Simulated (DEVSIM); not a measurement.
Device: Co/Al2O3/n-Si capacitor, at 400 K.

```csv
layer (left to right),material,thickness (nm),Nd (cm⁻³)
1,Al2O3,2.70,-
2,Si,13000,2.1e14
```

Metal gate on the left, work function 5 eV. Fixed charge at the semiconductor interface -5.8e10 cm⁻² (in units of +e); no interface traps.

Constants are typed, rounded textbook-type inputs, not results; the design itself was drawn at random and stands for no fabricated device. Values at 300 K; Nc and Nv go as T^1.5, mobilities as T to minus their exponent, the gap by Varshni's rule with the affinity fixed.

```
parameter         Al2O3        Si
----------------  -----  --------
gap (eV)            6.8     1.124
affinity (eV)      1.35      4.05
permittivity          9      11.7
Nc (cm⁻³)             -   2.86e19
Nv (cm⁻³)             -    3.1e19
Varshni α (eV/K)      -  0.000473
Varshni β (K)         -       636
```

Simulated with DEVSIM: 1D Poisson equation in equilibrium, Boltzmann statistics, complete ionisation; no quantum confinement or tunnelling. Metal contacts follow the ideal Schottky-Mott rule: no Fermi-level pinning, no interface dipoles.

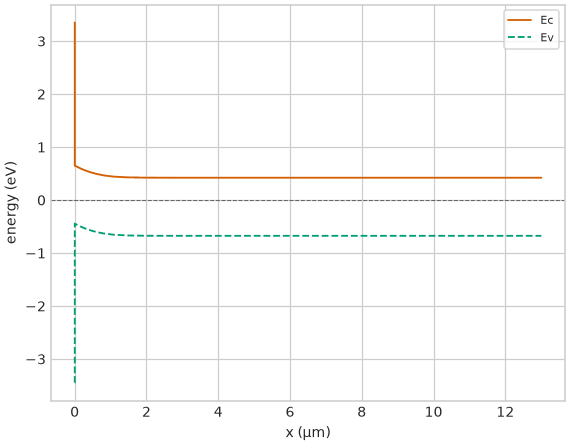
Figure. Band edges at 0.3 V on the gate

Energies count from the Fermi level of the right contact; mesh points crowd at the junctions.

```csv
x (μm),Ec (eV),Ev (eV),n (cm⁻³),p (cm⁻³),field (V/cm)
0.000,3.350,-3.450,< 1e2,< 1e2,6800
0.001047,3.351,-3.449,< 1e2,< 1e2,6800
0.002134,3.352,-3.449,< 1e2,< 1e2,6800
0.003224,0.652,-0.445,2.7e11,1.2e14,-3700
0.006695,0.650,-0.446,2.8e11,1.1e14,-3700
0.01357,0.648,-0.449,3.0e11,1.1e14,-3700
0.02961,0.642,-0.454,3.6e11,9.0e13,-3600
0.08745,0.622,-0.475,6.4e11,5.0e13,-3400
0.2020,0.586,-0.511,1.8e12,1.8e13,-2900
0.4694,0.519,-0.577,1.3e13,2.6e12,-2100
1.093,0.443,-0.654,1.2e14,2.8e11,-570
3.342,0.422,-0.674,2.1e14,1.5e11,≈ 0
7.516,0.422,-0.674,2.1e14,1.5e11,≈ 0
10.65,0.422,-0.674,2.1e14,1.5e11,≈ 0
12.26,0.422,-0.674,2.1e14,1.5e11,≈ 0
12.69,0.422,-0.674,2.1e14,1.5e11,≈ 0
12.87,0.422,-0.674,2.1e14,1.5e11,≈ 0
12.95,0.422,-0.674,2.1e14,1.5e11,≈ 0
12.98,0.422,-0.674,2.1e14,1.5e11,≈ 0
13.00,0.422,-0.674,2.1e14,1.5e11,≈ 0
13.00,0.422,-0.674,2.1e14,1.5e11,≈ 0
13.00,0.422,-0.674,2.1e14,1.5e11,≈ 0
```
